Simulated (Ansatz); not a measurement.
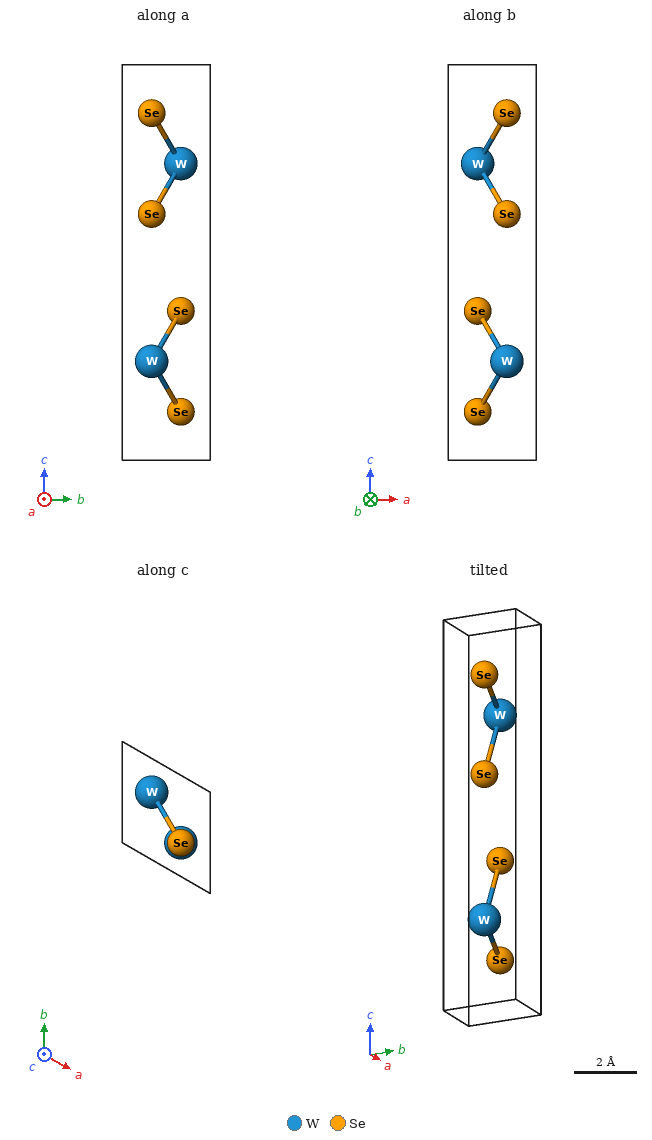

Ball-and-stick drawing of the structure, looking along the a axis, along the b axis, along the c axis and slightly off an axis. Atoms at the boundary of the conventional unit cell (the box) are drawn once for each face, edge or corner they touch.

Lattice parameters: a = 3.2942 Å, b = 3.2942 Å, c = 12.8742 Å, α = 90.000°, β = 90.000°, γ = 120.000°.

From the views, write a CIF in P1 with every atom of the cell, with free fractional coordinates to two decimals.

Answer.
```cif
data_structure
_symmetry_space_group_name_H-M 'P 1'
_symmetry_Int_Tables_number 1
_cell_length_a 3.2942
_cell_length_b 3.2942
_cell_length_c 12.8742
_cell_angle_alpha 90.000
_cell_angle_beta 90.000
_cell_angle_gamma 120.000
_cell_volume 120.99
loop_
_atom_site_label
_atom_site_type_symbol
_atom_site_fract_x
_atom_site_fract_y
_atom_site_fract_z
_atom_site_occupancy
W1 W 0.3333 0.6667 0.75 1
W2 W 0.6667 0.3333 0.25 1
Se1 Se 0.3333 0.6667 0.12 1
Se2 Se 0.6667 0.3333 0.62 1
Se3 Se 0.3333 0.6667 0.38 1
Se4 Se 0.6667 0.3333 0.88 1
```

The picture shows a generated cell, made by putting these elements into a known structure type (the compound may or may not exist in this form); the geometry isn't optimised. Ansatz was used for an electronic-structure calculation on it.

At this level of theory the cell isn't at rest (compressed, at 6 GPa and forces up to 0.7 eV/Å), so its distances can differ from those at equilibrium, the more so the softer the solid.
